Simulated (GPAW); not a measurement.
## LiF (Griceite): G0W0 on several meshes in GPAW

Aim: the GW shift of LiF (Griceite) against the k mesh.

Program: GPAW 26.7.0. Level of theory: PBE and many-body steps on it, plane waves. Results are calculated unless marked as measured.

### Step 1. Starting point

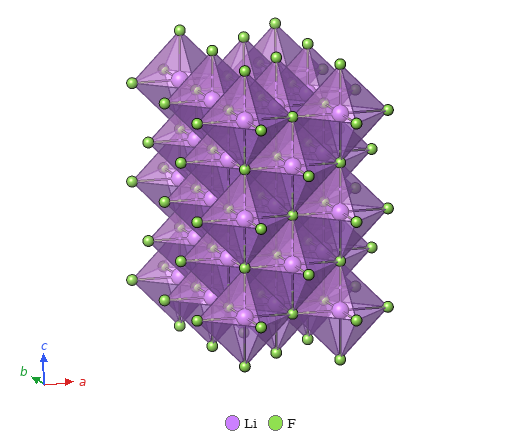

The cell as given, slightly off an axis (lithium purple, fluorine green). 1×2×2 cells are drawn. This picture shows the conventional cell, with its axes. Some periodic images of atoms are drawn too.

Coordinates:

```cif
data_structure
_symmetry_space_group_name_H-M 'Fm-3m'
_symmetry_Int_Tables_number 225
_cell_length_a 4.0280
_cell_length_b 4.0280
_cell_length_c 4.0280
_cell_angle_alpha 90.000
_cell_angle_beta 90.000
_cell_angle_gamma 90.000
_cell_volume 65.35
loop_
_atom_site_label
_atom_site_type_symbol
_atom_site_symmetry_multiplicity
_atom_site_Wyckoff_symbol
_atom_site_fract_x
_atom_site_fract_y
_atom_site_fract_z
_atom_site_occupancy
Li1 Li 4 a 0.00000 0.00000 0.00000 1
F1 F 4 b 0.50000 0.00000 0.00000 1
```

The cell and positions come from the Crystallography Open Database and are kept as given unless a step says otherwise.

### Step 2. Empty states on the mesh, 6×6×6 mesh, 156 bands

This step: GPAW 26.7.0; DFT, PBE, plane waves, PAW.

The sums over transitions need many empty states on a uniform mesh; this step solves for them.

The input, run.py:

```python
import json
import numpy as np
from gpaw.mpi import world
from gpaw import GPAW

calc = GPAW('gs.gpw').fixed_density(kpts={'size': (6, 6, 6), 'gamma': True},
    parallel={'domain': 1, 'band': 1},
    txt='nscf.txt')
calc.diagonalize_full_hamiltonian(nbands=156)
calc.write('full.gpw', mode='all')
res = {}
kpts = calc.get_ibz_k_points()
res['kpts'] = kpts
res['eigenvalues'] = [calc.get_eigenvalues(kpt=k) for k in range(len(kpts))]
res['n_electrons'] = calc.get_number_of_electrons()

if world.rank == 0:
    with open('result.json', 'w') as f:
        json.dump(res, f, default=lambda x: x.tolist())
```

Command:

```
> mpirun -n 4 gpaw python run.py
```

Numbers of over 12 decimals in the logs are rounded to 6 here.

What it wrote:

```text
Diagonalizing LCAO Hamiltonian
Converting LCAO to pw mode
convergence criteria:
- Maximum integral of absolute [eigenst]ate change: 4e-08 eV^2 / valence electron
maximum number of iterations: 100

SCF iterations
|iter     |     time |      energy | eigst |  dens |
|iter:   1|  |             | +2.03 |       |
|iter:   2|  |             | +0.43 |       |
|iter:   3|  |             | -2.05 |       |
|iter:   4|  |             | -4.47 |       |
|iter:   5|  |             | -6.36 |       |
|iter:   6|  |             | -7.91c|       |
SCF steps: 6
  __  _  _
 | _ |_)|_||  |
 |__||  | ||/\| - 26.7.0

Input parameters:
  mode=PW(ecut=600.0),
  convergence={'density': 1e-06, 'bands': -3},
  gpts=array([18, 18, 18]),
  kpts=MonkhorstPack(size=(6, 6, 6), gamma=True),
  maxiter=100,
  nbands=11,
  occupations=Occupations(name='fermi-dirac', width=0.001, fixmagmom=False),
  parallel={'domain': 1, 'band': 1},
  xc=XC(name='PBE')
Matrix size: 554x554
# Writing to full.gpw (mode='all')
  [... matrices ...]

timing:  # [seconds]
  Total: 1.349  # ━━━━━━━━━━━━━━━━━━━━━━━━━━━━━━━━━━━━━━━━━━━━━━━━━━━━━━━━━━━
```

Run time: 5 s. Hardware: 4 MPI ranks of Arm Neoverse V1, shared host; peak memory 0.69 GiB.

Numbers from this step:

```yaml
gap: 9.070 eV
k_of_the_valence_top: 0, 0, 0
k_of_the_conduction_bottom: 0, 0, 0
least_direct_gap: 9.070 eV
k_points_computed: 16
lowest_point_of_the_top_converged_band_above_the_valence_top: 244.3024 eV
```

On this mesh the gap is 9.070 eV.

### Step 3. 6×6×6

G0W0 replaces the xc potential by the self-energy, built once from these orbitals. Only a window of levels is corrected, while the sums run over the empty bands that the input names.

This step: G0W0 on PBE, plane waves, PAW.

The input, run.py:

```python
import json
import numpy as np
from gpaw.mpi import world
from gpaw.response.g0w0 import G0W0

gw = G0W0('full.gpw',
    filename='gw',
    kpts=[0],
    bands=(2, 6),
    ecut=150,
    nbands=68,
    integrate_gamma='WS',
    ppa=True)
gw.calculate()
res = {mode: {k: v for k, v in r.items() if k != 'sigma_eskwn'}
       for mode, r in gw.all_results.items()}

if world.rank == 0:
    with open('result.json', 'w') as f:
        json.dump(res, f, default=lambda x: x.tolist())
```

Command:

```
> mpirun -n 4 gpaw python run.py
```

What it wrote:

```text
Using integrator: PointIntegrator
FrequencyGridDescriptor(from 0.000+0.000j to 0.000+27.211j eV, 2 points)
Nonperiodic BCs:  [False False False]
Using integrator: PointIntegrator
FrequencyGridDescriptor(from 0.000+0.000j to 0.000+27.211j eV, 2 points)
Nonperiodic BCs:  [False False False]
  ___  _ _ _
 |   || | | |
 | | || | | |
 |__ ||_____|
 |___|

BZ k-points: Symmetries present (total): 48

  [... matrices ...]
216 k-points: 6 x 6 x 6 Monkhorst-Pack grid + [1/12,1/12,1/12]
16 k-points in the irreducible part of the Brillouin zone
       k-points in crystal coordinates                weights
   0:     0.00000000    0.00000000    0.00000000          1/216
   1:     0.16666667    0.16666667    0.00000000          6/216
   2:     0.16666667    0.16666667    0.16666667          8/216
   3:     0.33333333    0.16666667    0.16666667         12/216
   4:     0.33333333    0.33333333   -0.33333333         12/216
   5:     0.33333333    0.33333333    0.00000000          6/216
   6:     0.33333333    0.33333333    0.16666667         24/216
   7:     0.33333333    0.33333333    0.33333333          8/216
   8:     0.50000000    0.33333333   -0.33333333         24/216
   9:     0.50000000    0.33333333   -0.16666667         12/216
          ...
  15:     0.50000000    0.50000000    0.50000000          4/216

Distributing spins, k-points and bands (1 x 1 x 4) over 4 processes
Number of blocks: 1

Quasi particle states:
k-points (IBZ indices): [0]
Band range: (2, 6)
  [... matrices ...]
Computational parameters:
Plane wave cut-off: 150 eV
Number of bands: 68
Coulomb cutoff: None
Broadening: 0.1 eV

fxc modes: GW
Kernel: RPA
Using Godby-Needs plasmon-pole approximation:
  Fitting energy: i*E0, E0 = 1.000 Hartree
Summing all q:

Calculating screened Coulomb potential
No Coulomb truncation
FrequencyGridDescriptor(from 0.000+0.000j to 0.000+27.211j eV, 2 points)
Removing empty qpoint cache files...

Calculating chi0 body with:
    Ground state adapter containing:
    Number of spins: 1
    Number of kpoints: 216
    Number of irreducible kpoints: 16
    Number of completely occupied states: 4
    Number of partially occupied states: 4
    Occupied states memory: 0.35595703125 M / cpu

    Linear response parametrization:
    q_c: [1.3877787807814457e-17, 1.3877787807814457e-17, 1.3877787807814457e-17]
    Number of frequency points: 2
    Planewave cutoff: 150.0
    Number of bands: 68
    Number of planewaves: 65
    Broadening (eta): 1e-06
    comm.size: 4
    kncomm.size: 4
    blockcomm.size: 1

    Memory estimate of potentially large arrays:
        chi0_wGG: 0.128937 M / cpu
Integrating chi0 body.

Symmetries of q_c:
    Direct symmetries (Uq -> q): 48
    Indirect symmetries (TUq -> q): 0
In total 48 allowed symmetries.

  [... matrices ...]
16 groups of equivalent kpoints. 92.592593% reduction.

Integral kind: response function
Integrating chi0 head and wings.

Symmetries of q_c:
    Direct symmetries (Uq -> q): 48
    Indirect symmetries (TUq -> q): 0
In total 48 allowed symmetries.

  [... matrices ...]
16 groups of equivalent kpoints. 92.592593% reduction.

Integral kind: response function wings

Calculating chi0 body with:
    Ground state adapter containing:
    Number of spins: 1
    Number of kpoints: 216
    Number of irreducible kpoints: 16
    Number of completely occupied states: 4
    Number of partially occupied states: 4
[... the further q-points ...]

Results:
f:      Occupation numbers
eps:     KS-eigenvalues [eV]
vxc:     KS vxc [eV]
exx:     Exact exchange [eV]
sigma:   Self-energies [eV]
dsigma:  Self-energy derivatives
Z:       Renormalization factors
qp:      QP-energies [eV]

k-point 0 (0): (0.000, 0.000, 0.000)                GW
band       f     eps     vxc     exx   sigma  dsigma       Z      qp
                                                                   GW
   2   1.000  -0.676 -24.228 -31.854   4.576  -0.217   0.822  -3.182
   3   1.000  -0.676 -24.228 -31.854   4.576  -0.217   0.822  -3.182
   4   0.000   8.393 -12.400  -7.509  -3.001  -0.121   0.892  10.079
   5   0.000  23.528  -9.361  -2.968  -3.817  -0.155   0.866  25.759
```

Run time: 27 s. Hardware: 4 MPI ranks; peak memory 0.91 GiB.

This step gave:

```
G0W0 gap on the points computed              : 13.26 eV
least direct G0W0 gap on the computed points : 13.26 eV
Z at the valence top                         : 0.8215
Z at the conduction bottom                   : 0.8917
starting gap on the mesh                     : 9.070 eV
k of the valence top                         : 0, 0, 0
k of the conduction bottom                   : 0, 0, 0
```

The gap on the mesh goes from 9.07 eV to 13.26 eV, a correction of +4.19 eV.

### Step 4. Empty states on the mesh, 4×4×4 mesh, 78 bands

This step: DFT, PBE, plane waves, PAW.

The input, run.py:

```python
import json
import numpy as np
from gpaw.mpi import world
from gpaw import GPAW

calc = GPAW('gs.gpw').fixed_density(kpts={'size': (4, 4, 4), 'gamma': True},
    parallel={'domain': 1, 'band': 1},
    txt='nscf.txt')
calc.diagonalize_full_hamiltonian(nbands=78)
calc.write('full.gpw', mode='all')
res = {}
kpts = calc.get_ibz_k_points()
res['kpts'] = kpts
res['eigenvalues'] = [calc.get_eigenvalues(kpt=k) for k in range(len(kpts))]
res['n_electrons'] = calc.get_number_of_electrons()

if world.rank == 0:
    with open('result.json', 'w') as f:
        json.dump(res, f, default=lambda x: x.tolist())
```

Command:

```
> mpirun -n 4 gpaw python run.py
```

What it wrote:

```text
Diagonalizing LCAO Hamiltonian
Converting LCAO to pw mode
convergence criteria:
- Maximum integral of absolute [eigenst]ate change: 4e-08 eV^2 / valence electron
maximum number of iterations: 100

SCF iterations
|iter     |     time |      energy | eigst |  dens |
|iter:   1|  |             | +2.02 |       |
|iter:   2|  |             | +0.41 |       |
|iter:   3|  |             | -1.62 |       |
|iter:   4|  |             | -4.04 |       |
|iter:   5|  |             | -6.14 |       |
|iter:   6|  |             | -8.07c|       |
SCF steps: 6
  __  _  _
 | _ |_)|_||  |
 |__||  | ||/\| - 26.7.0

Input parameters:
  mode=PW(ecut=600.0),
  convergence={'density': 1e-06, 'bands': -3},
  gpts=array([18, 18, 18]),
  kpts=MonkhorstPack(size=(4, 4, 4), gamma=True),
  maxiter=100,
  nbands=11,
  occupations=Occupations(name='fermi-dirac', width=0.001, fixmagmom=False),
  parallel={'domain': 1, 'band': 1},
  xc=XC(name='PBE')
Matrix size: 560x560
# Writing to full.gpw (mode='all')
  [... matrices ...]

timing:  # [seconds]
  Total: 0.622  # ━━━━━━━━━━━━━━━━━━━━━━━━━━━━━━━━━━━━━━━━━━━━━━━━━━━━━━━━━━━
```

The job ended after 4 s (4 MPI ranks; peak memory 0.63 GiB; 16 s of CPU time).

This step gave:

```yaml
gap: 9.070 eV
k_of_the_valence_top: 0, 0, 0
k_of_the_conduction_bottom: 0, 0, 0
least_direct_gap: 9.070 eV
k_points_computed: 8
lowest_point_of_the_top_converged_band_above_the_valence_top: 150.8800 eV
```

On this mesh the gap is 9.070 eV.

### Step 5. 4×4×4

This step: G0W0 on PBE, plane waves, PAW.

The input, run.py:

```python
import json
import numpy as np
from gpaw.mpi import world
from gpaw.response.g0w0 import G0W0

gw = G0W0('full.gpw',
    filename='gw',
    kpts=[0],
    bands=(2, 6),
    ecut=150,
    nbands=68,
    integrate_gamma='WS',
    ppa=True)
gw.calculate()
res = {mode: {k: v for k, v in r.items() if k != 'sigma_eskwn'}
       for mode, r in gw.all_results.items()}

if world.rank == 0:
    with open('result.json', 'w') as f:
        json.dump(res, f, default=lambda x: x.tolist())
```

Command:

```
> mpirun -n 4 gpaw python run.py
```

What it wrote:

```text
Using integrator: PointIntegrator
FrequencyGridDescriptor(from 0.000+0.000j to 0.000+27.211j eV, 2 points)
Nonperiodic BCs:  [False False False]
Using integrator: PointIntegrator
FrequencyGridDescriptor(from 0.000+0.000j to 0.000+27.211j eV, 2 points)
Nonperiodic BCs:  [False False False]
  ___  _ _ _
 |   || | | |
 | | || | | |
 |__ ||_____|
 |___|

BZ k-points: Symmetries present (total): 48

  [... matrices ...]
64 k-points: 4 x 4 x 4 Monkhorst-Pack grid + [1/8,1/8,1/8]
8 k-points in the irreducible part of the Brillouin zone
       k-points in crystal coordinates                weights
   0:     0.00000000    0.00000000    0.00000000          1/64
   1:     0.25000000    0.25000000    0.00000000          6/64
   2:     0.25000000    0.25000000    0.25000000          8/64
[...]
6:     0.50000000    0.50000000    0.25000000         24/64
   7:     0.50000000    0.50000000    0.50000000          4/64

Distributing spins, k-points and bands (1 x 1 x 4) over 4 processes
Number of blocks: 1

Quasi particle states:
k-points (IBZ indices): [0]
Band range: (2, 6)
  [... matrices ...]
Computational parameters:
Plane wave cut-off: 150 eV
Number of bands: 68
Coulomb cutoff: None
Broadening: 0.1 eV

fxc modes: GW
Kernel: RPA
Using Godby-Needs plasmon-pole approximation:
  Fitting energy: i*E0, E0 = 1.000 Hartree
Summing all q:

Calculating screened Coulomb potential
No Coulomb truncation
FrequencyGridDescriptor(from 0.000+0.000j to 0.000+27.211j eV, 2 points)
Removing empty qpoint cache files...

Calculating chi0 body with:
    Ground state adapter containing:
    Number of spins: 1
    Number of kpoints: 64
    Number of irreducible kpoints: 8
    Number of completely occupied states: 4
    Number of partially occupied states: 4
    Occupied states memory: 0.35595703125 M / cpu

    Linear response parametrization:
    q_c: [0.0, 0.0, 0.0]
    Number of frequency points: 2
    Planewave cutoff: 150.0
    Number of bands: 68
    Number of planewaves: 65
    Broadening (eta): 1e-06
    comm.size: 4
    kncomm.size: 4
    blockcomm.size: 1

    Memory estimate of potentially large arrays:
        chi0_wGG: 0.128937 M / cpu
Integrating chi0 body.

Symmetries of q_c:
    Direct symmetries (Uq -> q): 48
    Indirect symmetries (TUq -> q): 0
In total 48 allowed symmetries.

  [... matrices ...]
8 groups of equivalent kpoints. 87.5% reduction.

Integral kind: response function
Integrating chi0 head and wings.

Symmetries of q_c:
    Direct symmetries (Uq -> q): 48
    Indirect symmetries (TUq -> q): 0
In total 48 allowed symmetries.

  [... matrices ...]
8 groups of equivalent kpoints. 87.5% reduction.

Integral kind: response function wings

Calculating chi0 body with:
    Ground state adapter containing:
    Number of spins: 1
    Number of kpoints: 64
    Number of irreducible kpoints: 8
    Number of completely occupied states: 4
    Number of partially occupied states: 4
    Occupied states memory: 0.35595703125 M / cpu

    Linear response parametrization:
[... the further q-points ...]

Results:
f:      Occupation numbers
eps:     KS-eigenvalues [eV]
vxc:     KS vxc [eV]
exx:     Exact exchange [eV]
sigma:   Self-energies [eV]
dsigma:  Self-energy derivatives
Z:       Renormalization factors
qp:      QP-energies [eV]

k-point 0 (0): (0.000, 0.000, 0.000)                GW
band       f     eps     vxc     exx   sigma  dsigma       Z      qp
                                                                   GW
   2   1.000  -0.676 -24.228 -31.866   4.572  -0.219   0.821  -3.192
   3   1.000  -0.676 -24.228 -31.866   4.572  -0.219   0.821  -3.192
   4   0.000   8.393 -12.400  -7.492  -3.011  -0.122   0.892  10.084
   5   0.000  23.528  -9.361  -2.968  -3.804  -0.152   0.868  25.776
```

It took 8.1 s on 4 MPI ranks; peak memory 0.81 GiB.

Numbers from this step:

| Quantity | Value |
| --- | --- |
| G0W0 gap on the points computed | 13.28 eV |
| least direct G0W0 gap on the computed points | 13.28 eV |
| Z at the valence top | 0.8206 |
| Z at the conduction bottom | 0.8915 |
| starting gap on the mesh | 9.070 eV |
| k of the valence top | 0, 0, 0 |
| k of the conduction bottom | 0, 0, 0 |

Against G0W0 in GPAW (6×6×6 mesh, 68 bands, screening to 150 eV, Godby-Needs plasmon pole), the gap moves by +0.016 eV.

### Step 6. Side by side

Times are wall times on 4 MPI ranks of Arm Neoverse V1, shared host, good to a factor of about two.

```csv
run,mesh,bands,screening cutoff (eV),DFT gap (eV),gap on the mesh (eV),direct (eV),time
6×6×6,6×6×6,68,150,9.070,13.261,13.261,27 s
4×4×4,4×4×4,68,150,9.070,13.277,13.277,8.1 s
```

### Step 7. Outcome

```json
{"6×6×6": "13.261 eV", "4×4×4": "13.277 eV", "known limits": "not at the basis limit; coarse k mesh"}
```

What this shows: 4×4×4: +0.016 eV against 6×6×6. Bands and cutoff are finite, so the gap is not at the basis limit. The miss can reach some tenths of an eV and take either sign; the mesh is an error of its own. These stock PAW sets were not made for GW. In the G0W0 runs levels were corrected at 1 k point alone, so a gap called «on the mesh» is the least over those, and an edge elsewhere would be missed.

[Paths, hosts, dates, memory and timing lines, banners, echoed tables and standing remarks are left out of the program output.]

[Logs are printed without paths, hosts, clocks, repeated set-up lines and the standing remarks that a program may print on its own settings, such as how far it seeks lower states.]

[Runs of the session that timed out or met a known fault of the program may be left out.]

[Hosts, paths, dates, database ids (printed as entryN), source tags and the programs' standing remarks are cut or masked in the printed files.]
